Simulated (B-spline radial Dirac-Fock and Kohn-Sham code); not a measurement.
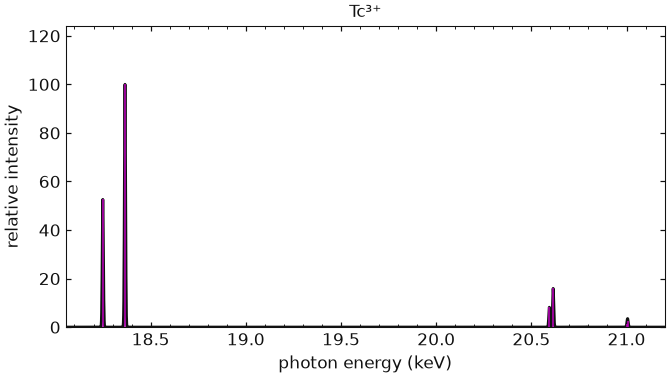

X-ray emission lines that fill a K (1s) hole, broadened by a Gaussian of 7.2 eV full width. Multiplet splitting by the open shell is left out. It refers to Tc³⁺, configuration [Kr] 4d4. Level of theory: independent-particle rates on relativistic LDA orbitals of the hole state (multipoles to L = 3), energies from Dirac–Fock ΔSCF; calculated with a B-spline radial code.

### What is the ratio of Kβ to Kα photons?

0.18 in this model, which runs about 8 % low for Kβ.
